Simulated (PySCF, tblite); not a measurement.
# C3H5N3OSi: geometry, infrared bands and NMR shifts

Wanted: the infrared bands and NMR shifts of C3H5N3OSi (`[SiH3]Oc1cncnn1`), by calculation.

Programs: tblite 0.8.0 and PySCF 2.14.0, with density-fitted response routines of our own. Each step states its level of theory. These are calculated values for one molecule in the gas phase, unless marked as measured. Atoms are numbered from 0 throughout.

### 1 The starting structure

13 atoms, charge 0, multiplicity 1; geometry from: force field or distance geometry start.

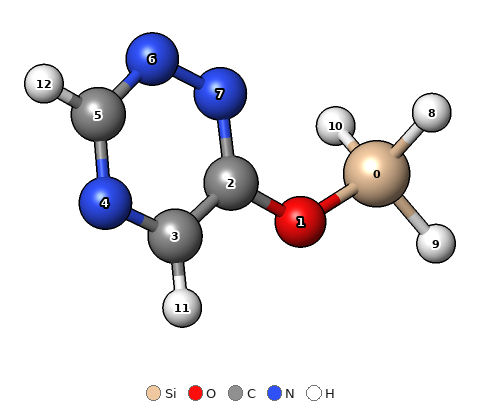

As it starts; silicon light orange, oxygen red, carbon grey, nitrogen blue, hydrogen white, atoms numbered.

### 2 Geometry optimisation with GFN2-xTB

The job: settings as JSON, then the geometry in Å.

```
{"job": {"kind": "relax", "xc": "GFN2-xTB", "basis": "xTB"}, "charge": 0, "multiplicity": 1}
Si    -2.400800     0.835300    -0.444000
O     -1.151100    -0.205700    -0.680100
C      0.087900    -0.233600    -0.054200
C      0.989900    -1.195600    -0.410900
N      2.216900    -1.291500     0.163200
C      2.468500    -0.345900     1.073900
N      1.621700     0.634700     1.451300
N      0.399200     0.695400     0.877800
H     -1.997700     2.219400    -0.788700
H     -3.526800     0.444100    -1.339100
H     -2.902500     0.761800     0.954100
H      0.752800    -1.956000    -1.147600
H      3.437600    -0.362100     1.569300
```

Started as:

```sh
$ OMP_NUM_THREADS=1 python probes_run.py task.json out
```

This one command runs all jobs of the session in turn.

**Question.** This job is followed by: GFN2-xTB harmonic vibrations, gas phase; GIAO PBE0/pcSseg-1 NMR shielding, non-relativistic, gas phase. Predict these results of the whole session: strongest single infrared mode (GFN2-xTB); zero-point energy (GFN2-xTB); 13C shifts against TMS (PBE0/pcSseg-1); 1H shifts against TMS (PBE0/pcSseg-1, means over atoms taken as alike); 29Si shifts against TMS (PBE0/pcSseg-1); 17O shifts against H2O (PBE0/pcSseg-1); 15N shifts against NH3 (PBE0/pcSseg-1).

As calculated:

| quantity | value |
| --- | --- |
| strongest single infrared mode (GFN2-xTB) | 1421 cm⁻¹, 509 km/mol |
| zero-point energy (GFN2-xTB) | 50.4 kcal/mol |
| 13C shifts against TMS (PBE0/pcSseg-1) | 170.0, 158.7, 145.9 ppm |
| 1H shifts against TMS (PBE0/pcSseg-1, means over atoms taken as alike) | 9.78, 8.51, 5.21 ppm |
| 29Si shifts against TMS (PBE0/pcSseg-1) | -36.1 ppm |
| 17O shifts against H2O (PBE0/pcSseg-1) | 116.4 ppm |
| 15N shifts against NH3 (PBE0/pcSseg-1) | 428.9, 416.2, 349.5 ppm |

In words: The optimisation took 43 steps and gained 0.428 eV; among the close pairs (by a distance rule), O1–C2 changed most, from 1.388 to 1.312 Å. All 33 modes are real, so the xTB geometry is a minimum. The strongest single mode, at 1421 cm⁻¹, moves mainly C2. GFN2-xTB is a fitted tight-binding method: band positions and strengths are rough. Its intensities can rank the bands wrongly. At PBE0/pcSseg-1: The widest tensor belongs to N6: span 760 ppm, with a paramagnetic part of -484 ppm. NICS(1)zz of -25 ppm above the planar ring from C2 marks a diatropic (aromatic) ring current.
